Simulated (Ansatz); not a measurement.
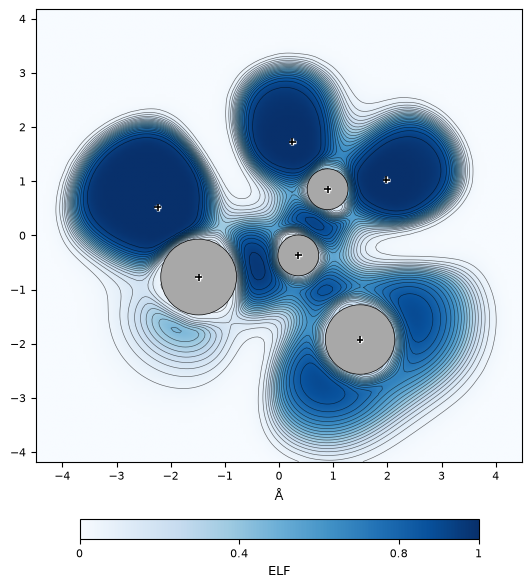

The electron localisation function on a plane through atoms (crosses mark nuclei in the plane; grey discs cover the cores).

All numbers below come from isolated molecule in a Gaussian basis; Kohn-Sham density functional theory, functional PBE0 in Ansatz.

Candidates:
A. GaH3PSi (SMILES [SiH3][P][Ga]) (doublet)
B. C2H5BrSi (SMILES C=C([SiH3])Br)
C. C2HF3S (SMILES FC(=S)C(F)F)

### Which candidate gave the map?

Candidate B: C2H5BrSi on the plane of atoms C2, Si4 and H8, which holds C, Br, Si and H. C–C (1.34 Å): the ELF peaks at about 0.90 between the atoms (a multiple bond). C–Si (1.88 Å): the ELF peaks at about 0.95 between the atoms; a shared electron pair.
